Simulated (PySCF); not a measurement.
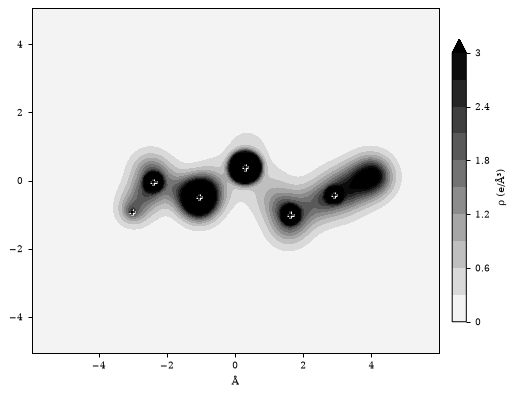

The electron density on a plane through atoms (crosses mark nuclei in the plane).

Level of theory: PySCF, PBE0/pcSseg-1, SCF density, gas phase, non-relativistic.

Candidates:
A. C4H12AlNSi2
B. C2H12B3N3Si (SMILES CB1NBN(C[SiH3])BN1)
C. C5H11NO2Si (SMILES CO[Si](C)(CC#N)OC)

### Which system is this?

Candidate C: C5H11NO2Si on the plane of atoms O2, Si3 and C5, which holds C, O, Si and H. C–O (1.40 Å): the density is about 2 e/Å³ at the midpoint, with its minimum of 1.7 e/Å³ about 0.5 Å from C. C–C (1.42 Å): ρ is about 1.9 e/Å³ halfway.
